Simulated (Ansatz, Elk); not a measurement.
**Bonding as seen by X-rays: TiBe4Cd**

The structure of TiBe4Cd used here is made up (a known structure type with other elements) and was relaxed beforehand with r2SCAN. The aim is the Fourier transform of its all-electron density, F(hkl), set beside the sum over free spherical atoms that refinements use.

Method: DFT, PBE, all-electron APW+lo, Dirac cores, scalar-relativistic bands, static density, no spin, in Elk 11.2.3 (patched build).

The structure was built from a prototype and need not be the compound's stable phase.

## 1. The structure

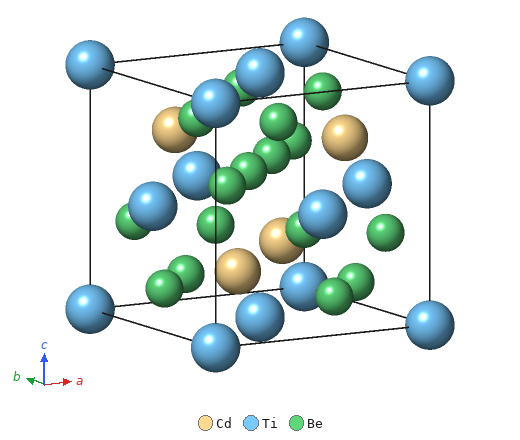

Start, viewed from a free direction; cadmium orange, titanium blue, beryllium green. This picture shows the conventional cell, with its axes. Some periodic images of atoms are drawn too.

## 2. Ground state and structure factors

An all-electron density is needed, since X-rays see the cores too. Task 0 finds the density and task 195 Fourier-transforms it; tshift is off so that phases refer to the origin typed.

File elk.in:

```
tasks
  0
  195

xctype
  20

spinpol
  .false.

rgkmax
  7.0

gmaxvr
  14.0

lmaxo
  7

lmaxapw
  8

swidth
  0.002

tshift
  .false.

ramdisk
  .false.

hmaxvr
  5.5

maxscl
  120

epspot
  1e-06

sppath
  './'

avec
  0.00000000000 6.15042456964 6.15042456964
  6.15042456964 0.00000000000 6.15042456964
  6.15042456964 6.15042456964 0.00000000000

atoms
  3
  'Cd.in'
  1
  0.7500000000 0.7500000000 0.7500000000   0.000000 0.000000 0.000000
  'Ti.in'
  1
  0.0000000000 -0.0000000000 0.0000000000   0.000000 0.000000 0.000000
  'Be.in'
  4
  0.3695239617 0.3695239617 0.8914281148   0.000000 0.000000 0.000000
  0.3695239617 0.8914281148 0.3695239617   0.000000 0.000000 0.000000
  0.3695239617 0.3695239617 0.3695239617   0.000000 0.000000 0.000000
  0.8914281148 0.3695239617 0.3695239617   0.000000 0.000000 0.000000

ngridk
  6 6 6
```

Run with:

```console
OMP_NUM_THREADS=4 elk
```

Numbers of over 12 decimals in the logs are rounded to 6 here.

The program printed:

```text
┌─────────────────────────┐
│ Elk code version 11.2.3 │
└─────────────────────────┘

All units are atomic (Hartree, Bohr, etc.)

┌─────────────────────────────────────────────────┐
│ Ground-state run starting from atomic densities │
└─────────────────────────────────────────────────┘

Lattice vectors :
   0.000000000       6.150424570       6.150424570
   6.150424570       0.000000000       6.150424570
   6.150424570       6.150424570       0.000000000

Reciprocal lattice vectors :
 -0.5107928108      0.5107928108      0.5107928108
  0.5107928108     -0.5107928108      0.5107928108
  0.5107928108      0.5107928108     -0.5107928108

Unit cell volume      :    465.3131064
Brillouin zone volume :   0.5330823698

Muffin-tin inner radius fraction :   0.1000000000E-01

Nuclei treated as point charges

Species : 1 (Cd)
 parameters loaded from : Cd.in
 name : cadmium
 nuclear charge    :   -48.00000000
 electronic charge :    48.00000000
 atomic mass :    204912.7176
 muffin-tin radius :    2.600000000
 number of radial points in muffin-tin :   1193
 inner part over the whole radius :   0.9972693929E-02
 number on inner part of muffin-tin    :    850
 approximate nuclear radius :   0.8708852602E-04
 number of mesh points to nuclear radius :    426
 atomic positions (lattice), magnetic fields (Cartesian) :
  1 :   0.75000000  0.75000000  0.75000000    0.00000000  0.00000000  0.00000000

Species : 2 (Ti)
 parameters loaded from : Ti.in
 name : titanium
 nuclear charge    :   -22.00000000
 electronic charge :    22.00000000
 atomic mass :    87256.20317
 muffin-tin radius :    2.400000000
 number of radial points in muffin-tin :    993
 inner part over the whole radius :   0.9985722337E-02
 number on inner part of muffin-tin    :    699
 approximate nuclear radius :   0.6805665174E-04
 number of mesh points to nuclear radius :    325
 atomic positions (lattice), magnetic fields (Cartesian) :
  1 :   0.00000000  0.00000000  0.00000000    0.00000000  0.00000000  0.00000000

Species : 3 (Be)
 parameters loaded from : Be.in
 name : beryllium
 nuclear charge    :   -4.000000000
 electronic charge :    4.000000000
 atomic mass :    16428.20280
 muffin-tin radius :    1.800000000
 number of radial points in muffin-tin :    593
 inner part over the whole radius :   0.9826427374E-02
 number on inner part of muffin-tin    :    403
 approximate nuclear radius :   0.4290726161E-04
 number of mesh points to nuclear radius :    156
 atomic positions (lattice), magnetic fields (Cartesian) :
  1 :   0.36952396  0.36952396  0.89142811    0.00000000  0.00000000  0.00000000
  2 :   0.36952396  0.89142811  0.36952396    0.00000000  0.00000000  0.00000000
  3 :   0.36952396  0.36952396  0.36952396    0.00000000  0.00000000  0.00000000
  4 :   0.89142811  0.36952396  0.36952396    0.00000000  0.00000000  0.00000000

Total number of atoms per unit cell :    6
Total muffin-tin volume :    229.2441103
 ratio of muffin-tin to unit cell volume :   0.4926663513

Spin treatment :
 spin-unpolarised

Number of Bravais lattice symmetries :   48
Number of crystal symmetries         :   24
Crystal has no inversion symmetry
Complex Hermitian eigensolver will be used

k-point grid :      6     6     6
k-point offset :    0.000000000       0.000000000       0.000000000
k-point set is reduced with full crystal symmetry group
Total number of k-points :       22

Muffin-tin radius times maximum |G+k| :    7.000000000
 using average radius
Maximum |G+k| for APW functions       :    3.442622951
Maximum (1/2)|G+k|²                   :    5.925826391
Maximum |G| for potential and density :    14.00000000
Constant for pseudocharge density :    9
 order of it for each species :   16  16  16
 order of it for pair densities of each species (exact exchange by exxq0 0: 17) :   16  14   6
Radial integration step length :    1

G-vector grid sizes :     40    40    40
Number of G-vectors :    21595

Maximum angular momentum used for
 APW functions            :    8
[...]
electron entropic           :    -0.59238784025596E-03
 total energy                :     -6513.4138242102

Density of states at Fermi energy :    44.23098989
 (states/Hartree/unit cell)

Estimated indirect band gap :   0.6645160223E-02
 from k-point 12 to k-point 16
Estimated direct band gap   :   0.2897888257E-01
 at k-point 13

Charges :
 core                        :    48.00000000
 valence                     :    38.00000000
 interstitial                :    7.896862713
 muffin-tins (core leakage)
  species : 1 (Cd)
[...]
species : 2 (Ti)
[...]
species : 3 (Be)
[...]
total in muffin-tins        :    78.10313729
 total calculated charge     :    85.99501264
 total charge                :    86.00000000
 error                       :   0.4987362995E-02

RMS change in Kohn-Sham potential (target) :    6.115958130     (  0.1000000000E-05)
Absolute change in total energy (target)   :    3.925286956     (  0.1000000000E-03)

[... loops 3 to 17 left out ...]

┌──────────────────┐
│ Loop number : 18 │
└──────────────────┘

Energies :
 Fermi                       :     0.274975
 sum of occupied eigenvalues :     -3882.5911871260
 electron kinetic            :      6787.8071420893
 core electron kinetic       :      6528.6335025561
 Coulomb                     :     -13088.101785759
 Coulomb potential           :     -10398.874005521
 nuclear-nuclear             :     -681.19369954474
 electron-nuclear            :     -14430.131874276
 Hartree                     :      2023.2237880616
 Madelung                    :     -7888.6647829984
 xc potential                :     -271.52432369446
 exchange                    :     -204.50735841047
 correlation                 :     -4.097046
 electron entropic           :    -0.86999521750670E-03
 total energy                :     -6508.8999178338

Density of states at Fermi energy :    68.54609460
 (states/Hartree/unit cell)

Estimated indirect band gap :   0.2495088216E-02
 from k-point 22 to k-point 16
Estimated direct band gap   :   0.1480701997E-01
 at k-point 21

Charges :
 core                        :    48.00000000
 valence                     :    38.00000000
 interstitial                :    7.435309719
 muffin-tins (core leakage)
  species : 1 (Cd)
[...]
species : 2 (Ti)
[...]
species : 3 (Be)
[...]
total in muffin-tins        :    78.56469028
 total calculated charge     :    85.99509053
 total charge                :    86.00000000
 error                       :   0.4909466733E-02

RMS change in Kohn-Sham potential (target) :   0.3229352896E-06 (  0.1000000000E-05)
Absolute change in total energy (target)   :   0.3375427696E-05 (  0.1000000000E-03)

Convergence targets achieved

┌──────────────────┐
│ Loop number : 19 │
└──────────────────┘

Energies :
 Fermi                       :     0.274975
 sum of occupied eigenvalues :     -3882.5911875483
 electron kinetic            :      6787.8071423483
 core electron kinetic       :      6528.6335021930
 Coulomb                     :     -13088.101786015
 Coulomb potential           :     -10398.874003993
 nuclear-nuclear             :     -681.19369954474
 electron-nuclear            :     -14430.131876374
 Hartree                     :      2023.2237899042
 Madelung                    :     -7888.6647840182
 xc potential                :     -271.52432590334
 exchange                    :     -204.50735851905
 correlation                 :     -4.097046
 electron entropic           :    -0.86999523047443E-03
 total energy                :     -6508.8999179401

Density of states at Fermi energy :    68.54609347
 (states/Hartree/unit cell)

Estimated indirect band gap :   0.2495085364E-02
 from k-point 22 to k-point 16
Estimated direct band gap   :   0.1480701718E-01
 at k-point 21

Charges :
 core                        :    48.00000000
 valence                     :    38.00000000
 interstitial                :    7.435309579
 muffin-tins (core leakage)
  species : 1 (Cd)
[...]
species : 2 (Ti)
[...]
species : 3 (Be)
[...]
atom 2                    :    2.819069646     (  0.1151486515E-02)
   atom 3                    :    2.819069646     (  0.1151486515E-02)
   atom 4                    :    2.819069646     (  0.1151486515E-02)
 total in muffin-tins        :    78.56469042
 total calculated charge     :    85.99509053
 total charge                :    86.00000000
 error                       :   0.4909466716E-02

┌──────────────────────────────┐
│ Self-consistent loop stopped │
└──────────────────────────────┘

Warning : core states of species 1 leak from the muffin-tin :   0.2453458034E-03

Warning : core states of species 3 leak from the muffin-tin :   0.1151486515E-02

Wrote STATE.OUT
```

It took 28 s on 4 threads of Arm Neoverse V2, shared host; peak memory 0.16 GiB.

SFACRHO.OUT:

```text

h k l indices transformed by vhmat matrix:
   1.000000000       0.000000000       0.000000000    
   0.000000000       1.000000000       0.000000000    
   0.000000000       0.000000000       1.000000000    

      h      k      l  multipl.   |H|            Re(F)            Im(F)           |F|

      0      0      0      1   0.0000000       85.999999      0.95819987E-17   85.999999    
      0      1      0      4  0.88471910       14.769449      -38.296034       41.045375    
      0      0     -1      4  0.88471910       14.769449       38.296034       41.045375    
      0     -1     -1      6   1.0215856      -24.846852     -0.20648716E-09   24.846852    
      2      1      1     12   1.4447402       53.181341     -0.53093802E-10   53.181341    
      0     -1     -2     12   1.6941081       16.931516      -38.090490       41.684070    
     -1     -1      1     12   1.6941081       16.931516       38.090490       41.684070    
     -2      0      0      4   1.7694382      -20.912625       6.9192580       22.027574    
      0      0      2      4   1.7694382      -20.912625      -6.9192580       22.027574    
      0      2      2      6   2.0431712       39.223319      0.41988405E-08   39.223319    
     -1      2      0     12   2.2264942       9.6521367      -29.577636       31.112703    
      0      1     -2     12   2.2264942       9.6521367       29.577636       31.112703    
     -1     -2     -3     24   2.2843349      -18.477484      0.42703113E-09   18.477484    
      2      3      3     12   2.5023635       40.867623     -0.86434030       40.876763    
     -3     -2     -3     12   2.5023635       40.867623      0.86434030       40.876763    
      3      1      3     12   2.6541573       12.531926       31.208568       33.630699    
      3      0      2     12   2.6541573       12.531926      -31.208568       33.630699    
      0      3      0      4   2.6541573       13.704314       30.077426       33.052379
```

Elk indexes on the primitive cell of elk.in and gives |H| = 4π sin θ/λ in inverse bohr. Below, one row stands for each form hkl of the conventional cell (m members, Friedel mates merged), F is for one primitive cell and the density is static (no thermal factor). Free-atom factors are Waasmaier and Kirfel's, and R is Σm||F|−|F'||/Σm|F|.

| hkl | m | sin θ/λ (Å⁻¹) | abs F, DFT | neutral atoms | diff. | abs of complex diff. |
| --- | --- | --- | --- | --- | --- | --- |
| 111 | 8 | 0.133 | 41.045 | 41.535 | -0.490 | 0.500 |
| 200 | 6 | 0.154 | 24.847 | 24.860 | -0.013 | 0.013 |
| 220 | 12 | 0.217 | 53.181 | 53.469 | -0.287 | 0.287 |
| 311 | 24 | 0.255 | 41.684 | 41.810 | -0.126 | 0.147 |
| 222 | 8 | 0.266 | 22.028 | 22.136 | -0.109 | 0.153 |
| 400 | 6 | 0.307 | 39.223 | 39.230 | -0.007 | 0.007 |
| 331 | 24 | 0.335 | 31.113 | 31.109 | +0.003 | 0.011 |
| 420 | 24 | 0.344 | 18.477 | 18.498 | -0.020 | 0.020 |
| 422 | 24 | 0.376 | 40.877 | 40.843 | +0.034 | 0.036 |
| 511 | 24 | 0.399 | 33.631 | 33.585 | +0.046 | 0.048 |
| 333 | 8 | 0.399 | 33.052 | 33.021 | +0.032 | 0.044 |
| 440 | 12 | 0.434 | 43.070 | 43.018 | +0.051 | 0.051 |
| 531 | 48 | 0.454 | 25.554 | 25.483 | +0.071 | 0.072 |
| 442 | 24 | 0.461 | 16.784 | 16.742 | +0.042 | 0.046 |

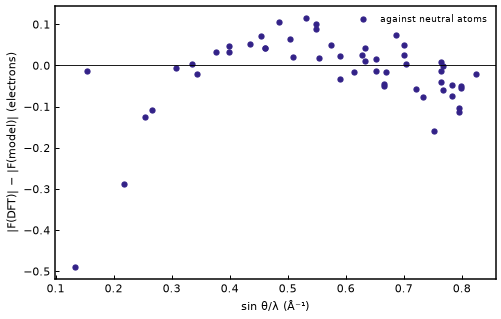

Difference between the calculated structure factors and the independent-atom ones.

## 3. The highest occupied states alone

An energy window below the Fermi level keeps the highest occupied states, to see at which angles they scatter; shallow core shells can lie inside it and anion s states outside. No new self-consistency is needed.

elk.in, as its differences from that of step 2:

```diff
@@ -1,3 +1,2 @@
 tasks
-  0
   195
@@ -40,2 +39,5 @@
 
+wsfac
+  -0.092520 0.574980
+
 sppath
```

Run with:

```console
OMP_NUM_THREADS=4 elk
```

The program printed:

```text
┌─────────────────────────────────┐
│ Elk code version 11.2.3 started │
└─────────────────────────────────┘

Info(readinput): the functional depends on the density's gradient
 muffin-tin radial points multiplied by    2.00000
 (not where nrmtscf is given)

┌────────────────────┐
│ Current task : 195 │
└────────────────────┘

Info(sfacrho): density structure factors written to SFACRHO.OUT

 Energy window :  -0.9252000000E-01  0.5749800000

┌──────────────────┐
│ Elk code stopped │
└──────────────────┘
```

Run time: 7.1 s. Hardware: 4 threads; peak memory 0.16 GiB.

States within 10 eV below the Fermi level hold 24.00 electrons; any levels below the window count with the cores. Their amplitudes can exceed the total, where window and core parts have opposite phase:

| hkl | sin θ/λ (Å⁻¹) | abs F, window | abs F, all |
| --- | --- | --- | --- |
| 111 | 0.133 | 6.690 | 41.045 |
| 200 | 0.154 | 6.244 | 24.847 |
| 220 | 0.217 | 5.733 | 53.181 |
| 311 | 0.255 | 4.058 | 41.684 |
| 222 | 0.266 | 3.106 | 22.028 |
| 400 | 0.307 | 3.309 | 39.223 |
| 331 | 0.335 | 2.261 | 31.113 |
| 420 | 0.344 | 1.648 | 18.477 |
| 422 | 0.376 | 1.782 | 40.877 |
| 511 | 0.399 | 1.172 | 33.631 |

## 4. Another functional

The difference from free atoms is small, so it is set against the change that LDA (Perdew-Wang) makes.

elk.in, as its differences from that of step 3:

```diff
@@ -1,2 +1,3 @@
 tasks
+  0
   195
@@ -4,3 +5,3 @@
 xctype
-  20
+  3
 
@@ -39,5 +40,2 @@
 
-wsfac
-  -0.092520 0.574980
-
 sppath
```

Run with:

```console
OMP_NUM_THREADS=4 elk
```

The program printed:

```text
┌─────────────────────────┐
│ Elk code version 11.2.3 │
└─────────────────────────┘

All units are atomic (Hartree, Bohr, etc.)

┌─────────────────────────────────────────────────┐
│ Ground-state run starting from atomic densities │
└─────────────────────────────────────────────────┘

Lattice vectors :
   0.000000000       6.150424570       6.150424570
   6.150424570       0.000000000       6.150424570
   6.150424570       6.150424570       0.000000000

Reciprocal lattice vectors :
 -0.5107928108      0.5107928108      0.5107928108
[...]
species : 3 (Be)
[...]
atom 3                    :    2.821094848     (  0.1252997807E-02)
   atom 4                    :    2.821094848     (  0.1252997807E-02)
 total in muffin-tins        :    78.62748996
 total calculated charge     :    85.99468499
 total charge                :    86.00000000
 error                       :   0.5315010865E-02

┌──────────────────────────────┐
│ Self-consistent loop stopped │
└──────────────────────────────┘

Warning : core states of species 1 leak from the muffin-tin :   0.2457945587E-03

Warning : core states of species 3 leak from the muffin-tin :   0.1252997807E-02

Wrote STATE.OUT
[key lines of the parts left out:]
total energy                :     -6501.4138821592
```

Wall time 18 s (4 threads); peak memory 0.16 GiB; 55 s of CPU time.

Against the first run R = 0.07 %; the largest change is +0.056 at 444.

## 5. A coarser k-mesh

About half the k-points along each axis test the sampling.

elk.in, as its differences from that of step 4:

```diff
@@ -5,3 +5,3 @@
 xctype
-  3
+  20
 
@@ -64,2 +64,2 @@
 ngridk
-  6 6 6
+  3 3 3
```

Run with:

```console
OMP_NUM_THREADS=4 elk
```

The program printed:

```text
┌─────────────────────────┐
│ Elk code version 11.2.3 │
└─────────────────────────┘

All units are atomic (Hartree, Bohr, etc.)

┌─────────────────────────────────────────────────┐
│ Ground-state run starting from atomic densities │
└─────────────────────────────────────────────────┘

Lattice vectors :
   0.000000000       6.150424570       6.150424570
   6.150424570       0.000000000       6.150424570
   6.150424570       6.150424570       0.000000000

Reciprocal lattice vectors :
 -0.5107928108      0.5107928108      0.5107928108
[...]
species : 3 (Be)
[...]
atom 3                    :    2.818534553     (  0.1151564130E-02)
   atom 4                    :    2.818534553     (  0.1151564130E-02)
 total in muffin-tins        :    78.57643375
 total calculated charge     :    85.99509302
 total charge                :    86.00000000
 error                       :   0.4906984943E-02

┌──────────────────────────────┐
│ Self-consistent loop stopped │
└──────────────────────────────┘

Warning : core states of species 1 leak from the muffin-tin :   0.2451251979E-03

Warning : core states of species 3 leak from the muffin-tin :   0.1151564130E-02

Wrote STATE.OUT
[key lines of the parts left out:]
total energy                :     -6508.9030545549
```

Elapsed: 15 s, on 4 threads; peak memory 0.16 GiB.

Against the first run R = 0.01 %; the largest change is +0.010 at 600.

## 6. Settings against the effect

```csv
run,R against the first run (%),"R against neutral atoms, low angle (%)",wall time
"PBE, rgkmax 7",0.00,0.49,28 s
LDA (Perdew-Wang),0.07,0.53,18 s
k-mesh 3×3×3,0.01,0.49,15 s
```

## 7. Results

- R against neutral atoms, sin θ/λ < 0.3 Å⁻¹: 0.49 %
- R against neutral atoms, 0.3 to 0.82 Å⁻¹: 0.21 %

Independent neutral atoms miss the calculated amplitudes by R = 0.49 % below 0.3 Å⁻¹ and 0.21 % from there to 0.82 Å⁻¹; by shells, 1.19 % below 0.15 Å⁻¹ (1 form), 0.38 % 0.15 to 0.3 (4 forms), 0.08 % 0.3 to 0.45 (7 forms), 0.23 % above 0.45 (41 forms). Bonding, aspherical density and the tables' own atoms all enter these figures, and the runs don't part them. The largest change of an amplitude is -0.49 electrons, at 111. R counts amplitudes alone; phases shift too. The window's part falls from 24.0 electrons at the origin to at most 0.61 between 0.45 and 0.82 Å⁻¹. Below 0.3 Å⁻¹ the changes that finished (LDA (Perdew-Wang) and k-mesh 3×3×3) move F by R = 0.04 % at most, against the 0.49 % that separates it from free atoms. The basis has no finished test. These runs have no spin, though d or f shells may be open. Part of the difference isn't bonding: the tables are fits to free atoms and ions calculated by other methods than this functional. Thermal motion, anomalous dispersion and extinction are left out.

[Logs are printed without paths, hosts, clocks, repeated set-up lines and the standing remarks that a program may print on its own settings, such as how far it seeks lower states.]

[Hosts, paths, dates, database ids (printed as entryN), source tags and the programs' standing remarks are cut or masked in the printed files.]
